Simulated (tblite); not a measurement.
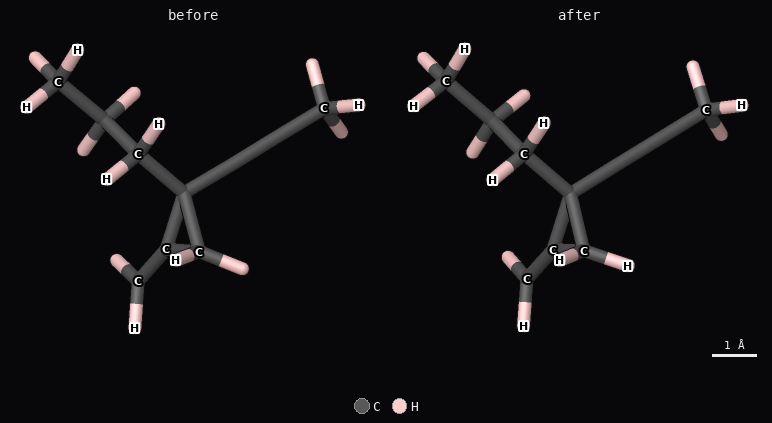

The structure of C10H14 before (left) and after (right) a relaxation, at one scale.

A stick model, seen at a tilt.

These are results of tblite 0.8.0, GFN2-xTB geometry optimisation, gas phase, not measurements. 

**What changed between the two?**

An H atom moves most after the best rigid fit: 0.20 Å. By element the largest moves are H 0.20 Å, C 0.13 Å. Near-neighbour distances that change, for instance: C–C 1.608 → 1.531 Å, C–C 1.410 → 1.464 Å, C–C 1.424 → 1.476 Å, C–C 1.468 → 1.447 Å. Among the angles between lasting bonds that change: C–C–C 69.1° → 62.8°, C–C–C 123.5° → 117.9°, C–C–C 144.3° → 148.9°. Over 64 geometry steps the energy falls by 5.92 kcal/mol. The run took 0.56 s on 1 thread of Arm Neoverse V1 (shared host).
